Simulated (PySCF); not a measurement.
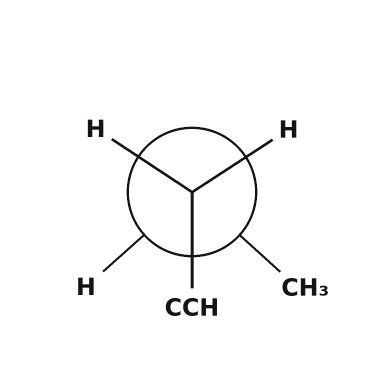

A Newman projection along the C–As bond, carbon in front; angles are drawn as computed, but eclipsed bonds slightly apart. Computed geometry: PBE0-D3(BJ)/def2-SVP optimisation. No frequency run is at hand to confirm it as a minimum.

**Which molecule is it?**

C4H7As, C#CC[AsH]C

**What is the torsion angle from the front CCH to the back CH3? The sign is positive where the front bond must turn clockwise to cover the back bond.**

−48°, synclinal (gauche).
